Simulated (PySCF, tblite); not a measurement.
**C7H12BN: geometry, infrared bands, NMR shifts, electronic excitations and core binding energies**

Aim: predict the infrared bands, NMR shifts, electronic excitations and core binding energies of C7H12BN (`C[C@@H]1CCCCB1C#N`).

Programs: tblite 0.8.0 and PySCF 2.14.0, with density-fitted response routines of our own. Each step states its level of theory. These are calculated values for one molecule in the gas phase, unless marked as measured. Atoms count from 0, in the outputs and in this text.

## (1) The starting structure

21 atoms, charge 0, multiplicity 1; geometry from: force field or distance geometry start.

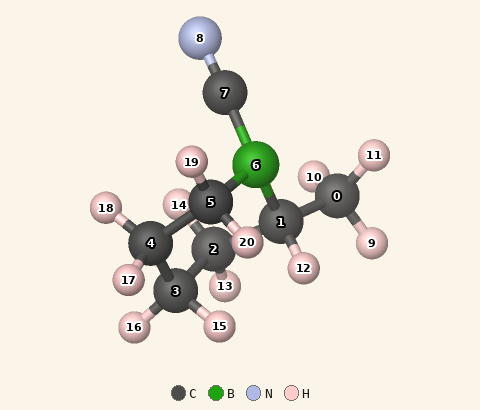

The starting geometry (carbon dark grey, boron green, nitrogen light blue, hydrogen pink), atoms numbered; sticks join atoms by distance.

## (2) Optimising the geometry with GFN2-xTB

Job settings and geometry (Å):

```
{"job": {"kind": "relax", "xc": "GFN2-xTB", "basis": "xTB"}, "charge": 0, "multiplicity": 1}
C      2.275800    -0.912200     0.261900
C      0.844700    -0.519900     0.338700
C     -0.028100    -1.020900    -0.763600
C     -1.459000    -0.830000    -0.247600
C     -1.839300     0.609500    -0.086000
C     -0.941100     1.362100     0.870300
B      0.574100     1.038800     0.415500
C      1.100500     1.943500    -0.705900
N      1.479800     2.627600    -1.581100
H      2.385600    -1.893900     0.797600
H      2.598100    -1.087300    -0.782800
H      2.974100    -0.226900     0.759000
H      0.397300    -0.940400     1.304900
H      0.135300    -2.087900    -0.963600
H      0.116500    -0.435100    -1.698700
H     -1.436600    -1.276200     0.802700
H     -2.196300    -1.423600    -0.801700
H     -2.855000     0.614900     0.377800
H     -1.943000     1.141900    -1.046800
H     -1.131000     2.452400     0.888900
H     -1.061200     0.880500     1.859900
```

On the command line:

```console
$ OMP_NUM_THREADS=1 python probes_run.py task.json out
```

The driver reads the jobs from task.json and runs them one after another.

**Question.** This job is followed by: GFN2-xTB harmonic vibrations, gas phase; PBE0-D3(BJ)/def2-SVP geometry optimisation, gas phase; GIAO PBE0/pcSseg-1 NMR shielding, non-relativistic, gas phase; TDDFT PBE0/def2-SVPD, vertical, gas phase, core orbitals frozen in the response; GIAO CAM-B3LYP/pcSseg-1 NMR shielding, non-relativistic, gas phase; delta-SCF UKS SCAN, pcX-2 on the ionised atom, pcseg-1 elsewhere, spin-free X2C. Predict these results of the whole session: strongest single infrared mode (GFN2-xTB); zero-point energy (GFN2-xTB); point group; rotational constants (main isotopes); 13C shifts against TMS (PBE0/pcSseg-1); 1H shifts against TMS (PBE0/pcSseg-1, means over atoms taken as alike); 11B shifts against BF3·OEt2 (PBE0/pcSseg-1); 15N shifts against NH3 (PBE0/pcSseg-1); lowest singlet (PBE0/def2-SVPD); brightest single state of those computed; lowest triplet; vertical ionisation energy (ΔSCF); vertical electron affinity (ΔSCF); C1s binding energies, SCAN/pcX-2; B1s binding energies, SCAN/pcX-2; N1s binding energies, SCAN/pcX-2; range of the shift of B6.

As calculated:

| quantity | value |
| --- | --- |
| strongest single infrared mode (GFN2-xTB) | 2980 cm⁻¹, 101 km/mol |
| zero-point energy (GFN2-xTB) | 112.0 kcal/mol |
| point group | C1 |
| rotational constants (main isotopes) | 2.36, 1.27, 0.87 GHz |
| 13C shifts against TMS (PBE0/pcSseg-1) | 131.2, 39.1, 34.1, 30.0, 29.2, 24.9, 18.6 ppm |
| 1H shifts against TMS (PBE0/pcSseg-1, means over atoms taken as alike) | 1.94, 1.84, 1.82, 1.82, 1.40, 1.34, 1.28, 1.15, 0.80, 0.47 ppm |
| 11B shifts against BF3·OEt2 (PBE0/pcSseg-1) | 73.8 ppm |
| 15N shifts against NH3 (PBE0/pcSseg-1) | 389.1 ppm |
| lowest singlet (PBE0/def2-SVPD) | 4.57 eV (271 nm), f = 0.001 |
| brightest single state of those computed | state 4, 6.16 eV, f = 0.042 |
| lowest triplet | 4.17 eV |
| vertical ionisation energy (ΔSCF) | 10.01 eV |
| vertical electron affinity (ΔSCF) | 0.46 eV |
| C1s binding energies, SCAN/pcX-2 | C7 291.56, C4 290.72, C3 290.66, C0 290.63, C2 290.62, C5 290.40, C1 290.39 eV |
| B1s binding energies, SCAN/pcX-2 | B6 196.37 eV |
| N1s binding energies, SCAN/pcX-2 | N8 404.95 eV |
| range of the shift of B6 | 73.8 to 77.1 ppm |

In words: Over 130 steps the energy fell by 0.935 eV; of the close pairs, C3–H15 changed most, 1.141 to 1.093 Å (GFN2-xTB). All 57 modes are real, so the xTB geometry is a minimum. GFN2-xTB is a fitted tight-binding method: band positions and strengths are rough. Its intensities can rank the bands wrongly. The optimisation took 5 steps and gained 0.226 eV; among the close pairs (by a distance rule), C2–C3 changed most, from 1.481 to 1.524 Å (PBE0/def2-SVP). At PBE0/pcSseg-1: Shielding is most anisotropic at N8 (span 472 ppm, paramagnetic term -461 ppm). The lowest singlet, at 4.57 eV, is HOMO→LUMO 0.96 and is dark; of the 10 states computed, the strongest absorption comes from state 4 at 6.16 eV. The lowest triplet lies 0.40 eV below the lowest singlet (triplets in Tamm-Dancoff, singlets in full TDDFT). ΔSCF puts the ionisation energy at 10.01 eV, 1.74 eV above −ε(HOMO). C7 (nitrile carbon) binds its C1s electron 1.18 eV more tightly than C1 (sp3 CH bonded to B). Across the 2 runs the shift of B6 moves most, between 73.8 (PBE0/pcSseg-1) and 77.1 ppm (CAM-B3LYP/pcSseg-1).
